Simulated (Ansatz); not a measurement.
**One shape, several levels: InH3F− ([InFH3]-)**

Wanted: a comparison of 6 runs (SVWN5/STO-3G, UPBE0/STO-3G, r2SCAN/STO-3G, revPBE/STO-3G, UMP2/STO-3G, CCSDT/STO-3G) of InH3F− ([InFH3]-). 

The results are computed with Ansatz 0.2.0.

4 further runs of the same task are left out: 4 that didn't finish.

## Step 1: The molecule

InH3F− has 5 atoms, charge -1, and is taken as a singlet. SMILES: `[H][In-]([H])([H])[F]`. The H5–In1 distance was set to 3.412 Å, away from the relaxed value. At this shape a bond of the SMILES string is far longer than usual.

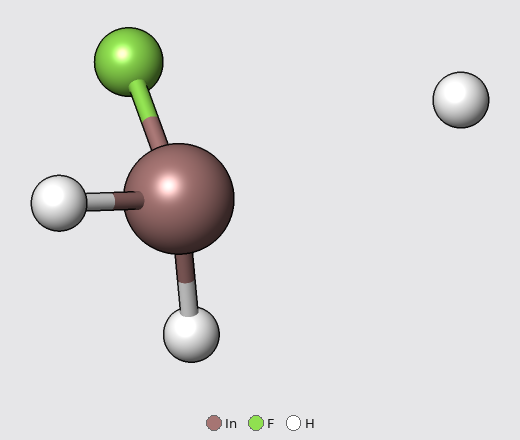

Viewed from a chosen angle; indium brown, fluorine green, hydrogen white.

## Step 2: A single-point energy at SVWN5/STO-3G (run 1)

File job.yaml:

```yaml
crystal:
  periodic: [false, false, false]
  atoms:
    - {symbol: In, position_ang: [0.826335, 1.425132, 0.322287]}
    - {symbol: F, position_ang: [0.834145, 1.402742, 2.340187]}
    - {symbol: H, position_ang: [2.468455, 1.431672, -0.136543]}
    - {symbol: H, position_ang: [-0.007635, 2.847352, -0.108323]}
    - {symbol: H, position_ang: [-0.822880, -1.418880, -0.591010]}
basis:
  gaussian:
    orbitals: STO-3G
total_charge: -1
hamiltonian:
  xc: {name: SVWN5}
accuracy: high
```

On the command line:

```sh
$ ansatz run job.yaml --threads 1 --pin off --max-ram 2610MiB --events-out events.jsonl --progress --plain --runs-dir runs
```

What it wrote:

```text
Warning: RAYON_NUM_THREADS=1 ignored (pool sized by the plan → 1); use --threads N
Functional definition: SVWN5
  name "SVWN5"
  exchange = slater_x
  correlation = vwn5_c
642 factors; integrals over basis functions are off by at most 3.8e-9 eV
mean field evaluation 1: about -157173.1402 eV, gradient 1.2e2 eV
mean field evaluation 2: about -157197.5327 eV, gradient 2.9e1 eV
mean field evaluation 4: about -157052.6423 eV, gradient 2.1e2 eV
mean field evaluation 8: about -157213.9479 eV, gradient 4.5e1 eV
mean field evaluation 16: about -157239.8606 eV, gradient 3.1e-3 eV
mean field -157239.86064017 eV, -5778.4582975208 hartree, gradient 3.2e-8 eV, S^2 0.000000; 0 other end points of the search recorded, 0 dependent functions left out
reference -157239.86064209 eV, -5778.4582975912 hartree; 31, 31 occupied and 4, 4 virtual orbitals, 642 factors
Total energy: -157239.86064209 eV, -5778.4582975912 hartree
```

Run time: 1.3 s. Hardware: 1 thread of Arm Neoverse V2, shared host; peak memory 0.096 GiB.

## Step 3: A single-point energy at UPBE0/STO-3G (run 2)

File in.yaml:

```yaml
crystal:
  periodic: [false, false, false]
  atoms:
    - {symbol: In, position_ang: [0.826335, 1.425132, 0.322287]}
    - {symbol: F, position_ang: [0.834145, 1.402742, 2.340187]}
    - {symbol: H, position_ang: [2.468455, 1.431672, -0.136543]}
    - {symbol: H, position_ang: [-0.007635, 2.847352, -0.108323]}
    - {symbol: H, position_ang: [-0.822880, -1.418880, -0.591010]}
basis:
  gaussian:
    orbitals: STO-3G
total_charge: -1
magnetization:
  spin_polarized: true
hamiltonian:
  xc: {name: PBE0}
accuracy: high
```

On the command line:

```sh
$ ansatz run in.yaml --threads 1 --pin off --max-ram 2610MiB --events-out events.jsonl --progress --plain --runs-dir runs
```

What it wrote:

```text
Warning: RAYON_NUM_THREADS=1 ignored (pool sized by the plan → 1); use --threads N
Functional definition: PBE0
  name "PBE0"
  parameter a = 0.25
  parameter kappa = 0.804
  parameter beta = 0.06672455060314922
  exchange = (1 - a)*pbe_x(kappa = kappa, mu = beta*pi^2/3) + a*exact_x
  correlation = pbe_c(beta = beta)
642 factors; integrals over basis functions are off by at most 3.8e-9 eV
mean field evaluation 1: about -157367.5094 eV, gradient 6.5e1 eV
mean field evaluation 2: about -157366.0828 eV, gradient 2.1e1 eV
mean field evaluation 4: about -157343.9526 eV, gradient 7.4e1 eV
mean field evaluation 8: about -157401.5612 eV, gradient 3.7e-1 eV
mean field evaluation 16: about -157401.5098 eV, gradient 2.3e-8 eV
mean field evaluation 32: about -157401.8814 eV, gradient 1.3e0 eV
mean field -157401.87451714 eV, -5784.4121976824 hartree, gradient 1.8e-8 eV, S^2 0.573671; 3 other end points of the search recorded, 0 dependent functions left out
reference -157401.87451865 eV, -5784.4121977379 hartree; 31, 31 occupied and 4, 4 virtual orbitals, 642 factors
Total energy: -157401.87451865 eV, -5784.4121977379 hartree
```

Wall time 7.2 s (1 thread of Arm Neoverse V2, shared host); peak memory 0.17 GiB.

## Step 4: The energy at r2SCAN/STO-3G (run 3)

in.yaml: that of step 3 with these lines changed.

```diff
@@ -1 +1,4 @@
+basis:
+  gaussian:
+    orbitals: STO-3G
 crystal:
@@ -8,10 +11,5 @@
     - {symbol: H, position_ang: [-0.822880, -1.418880, -0.591010]}
-basis:
-  gaussian:
-    orbitals: STO-3G
 total_charge: -1
-magnetization:
-  spin_polarized: true
 hamiltonian:
-  xc: {name: PBE0}
+  xc: {name: r2SCAN}
 accuracy: high
```

On the command line:

```sh
$ ansatz run in.yaml --threads 1 --pin off --max-ram 2610MiB --events-out events.jsonl --progress --plain --runs-dir runs
```

What it wrote:

```text
Warning: RAYON_NUM_THREADS=1 ignored (pool sized by the plan → 1); use --threads N
Functional definition: r2SCAN
  name "r2SCAN"
  parameter k0 = 0.174
  parameter k1 = 0.065
  parameter a1 = 4.9479
  exchange = r2scan_x(k0 = k0, k1 = k1, a1 = a1)
  correlation = r2scan_c
642 factors; integrals over basis functions are off by at most 3.8e-9 eV
mean field evaluation 1: about -157362.2594 eV, gradient 1.1e2 eV
mean field evaluation 2: about -157375.0334 eV, gradient 2.8e1 eV
mean field evaluation 4: about -157316.3285 eV, gradient 1.6e2 eV
mean field evaluation 8: about -157393.2644 eV, gradient 5.1e1 eV
mean field evaluation 16: about -157416.0974 eV, gradient 1.2e-3 eV
mean field -157416.09740349 eV, -5784.9348791152 hartree, gradient 1.8e-8 eV, S^2 0.000000; 0 other end points of the search recorded, 0 dependent functions left out
reference -157416.09740394 eV, -5784.9348791317 hartree; 31, 31 occupied and 4, 4 virtual orbitals, 642 factors
Total energy: -157416.09740394 eV, -5784.9348791317 hartree
```

Wall time 5.1 s (1 thread of Arm Neoverse V2, shared host); peak memory 0.14 GiB.

Runs 4 to 5 aren't shown in full; the table further down has their settings and results.

## Step 5: The energy at CCSDT/STO-3G (run 6)

File run.yaml:

```yaml
crystal:
  periodic: [false, false, false]
  atoms:
    - {symbol: In, position_ang: [0.826335, 1.425132, 0.322287]}
    - {symbol: F, position_ang: [0.834145, 1.402742, 2.340187]}
    - {symbol: H, position_ang: [2.468455, 1.431672, -0.136543]}
    - {symbol: H, position_ang: [-0.007635, 2.847352, -0.108323]}
    - {symbol: H, position_ang: [-0.822880, -1.418880, -0.591010]}
basis:
  gaussian:
    orbitals: STO-3G
correlation:
  method: ccsdt
  frozen_orbitals: {F: 1, H: 0, In: 18}
accuracy: high
scf:
  omitted_lower_state_checks: [cluster_reference, increment]
total_charge: -1
```

On the command line:

```sh
$ ansatz run run.yaml --threads 1 --pin off --max-ram 2610MiB --events-out events.jsonl --progress --plain --runs-dir runs
```

What it wrote (excerpt; [...] marks lines left out):

```text
Warning: RAYON_NUM_THREADS=1 ignored (pool sized by the plan → 1); use --threads N
Functional definition: HF
  name "HF"
[...]
642 factors; integrals over basis functions are off by at most 3.8e-9 eV
[...]
mean field -157344.18283691 eV, -5782.2920675387 hartree, gradient 1.2e-8 eV, S^2 0.000000; 0 other end points of the search recorded, 0 dependent functions left out; unrestricted orbitals would lower it
19 core orbitals not correlated: weight in the atoms' cores, before any rotation towards them, 1.000 or more for the frozen orbitals, at most 0.000 for the correlated occupied ones
reference -157344.18283691 eV, -5782.2920675387 hartree; 12, 12 occupied and 4, 4 virtual orbitals, 642 factors
second order -2.11449957 eV of doubles, -0.00000000 eV of singles
cycle   1  -2.23701659 eV  change   -5.6e-1 eV  update   1.4e-1
[...]
cycle  34  -3.52356248 eV  change   1.2e-10 eV  update   1.4e-9
WARN: these amplitudes may be one of several solutions (largest doubles amplitude 0.60, level shift 3.35 eV)
Total energy: -157347.70639939 eV, -5782.4215560715 hartree
Checks for a lower state left out: cluster_reference, increment
```

It took 0.95 s on 1 thread of Arm Neoverse V2, shared host; peak memory 0.084 GiB.

## Step 6: All runs side by side

```
run          level  frozen core orbitals   energy (Eh)  wall time
  1   SVWN5/STO-3G                     –  -5778.458298      1.3 s
  2   UPBE0/STO-3G                     –  -5784.412198      7.2 s
  3  r2SCAN/STO-3G                     –  -5784.934879      5.1 s
  4  revPBE/STO-3G                     –  -5784.422707      2.2 s
  5    UMP2/STO-3G                    19  -5782.393424      1.1 s
  6   CCSDT/STO-3G                    19  -5782.421556     0.95 s
```

## Step 7: Summary of results

| quantity | value |
| --- | --- |
| run 6: total energy | -5782.42156 Eh |
| run 6: correlation energy (19 core orbitals frozen) | -129.5 mEh |
| run 6: T1 diagnostic | 0.063 |

What this shows: Totals of different functionals can't be ranked against each other. In run 6 the log says that unrestricted orbitals would lower the reference, so the values rest on an unstable closed-shell determinant (other closed-shell runs at this shape may share the fault). In runs 1, 2, 3, 4, 5, 6 the basis is minimal, so the values are rough. In runs 1, 2, 3, 4, 5, 6 relativity is left out where basis or elements ask for it. Spin contamination of the reference: run 5 ⟨S²⟩ = 0.91, run 2 ⟨S²⟩ = 0.57. Where it is this large, the reference is a mixture of spin states, and values that rest on it are in doubt. All runs together took 18 s, the longest 7.2 s.
